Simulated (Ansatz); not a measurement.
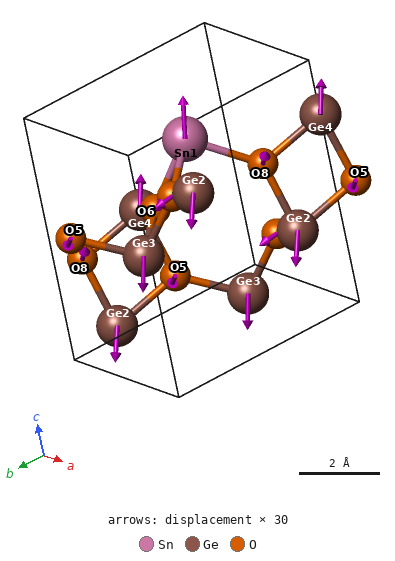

A relaxation of solid SnGe3O4 (a generated structure, set up in P1). The starting structure is drawn; purple arrows show the displacements (the part carried along by the change of the cell is left out), magnified 30 times.

The picture is a ball-and-stick view of the cell of the calculation, seen from a free direction.

Computed with DFT PBE, scalar-relativistic, plane waves, PAW (Ansatz). Settings: plane-wave cutoff 420 eV; k-point mesh 6 × 6 × 6; occupations gaussian; smearing width 0.02 eV; no spin polarisation; cell relaxed at fixed volume; force threshold 0.01 eV/Å; at most 30 steps.

> What happened in the run?

After 5 accepted moves (6 points after the start) the energy has fallen by 3.7 meV per atom. The largest force component goes from 0.47 to 0.008 eV/Å. Pressure: 2.36 GPa at the start and 0.34 GPa at the end. The SCF was repeated once at an unchanged geometry on a basis and grid sized afresh for the cell, which shifted the energy by 0.1 meV per atom at most. The largest move relative to the cell is that of the Sn atom, 0.037 Å roughly along [1 0 3]. Largest moves by element: Sn 0.037 Å, Ge 0.032 Å, O 0.022 Å. The drawn cell changes at constant volume: a 5.025 → 5.042 Å (+0.3 %), b 5.611 → 5.667 Å (+1.0 %), c 6.289 → 6.211 Å (−1.2 %), α 107.4° → 107.2°, β 112.8° → 113.1°. Near-neighbour distances that change, for instance: O–Sn 2.138 → 2.159 Å, O–Sn 2.152 → 2.173 Å, Ge–O 1.961 → 1.980 Å, O–Sn 2.106 → 2.125 Å. The space group stays P1 (No. 1).

Limits of the set-up: layers or molecules are held without a dispersion correction, so their spacing is unreliable.
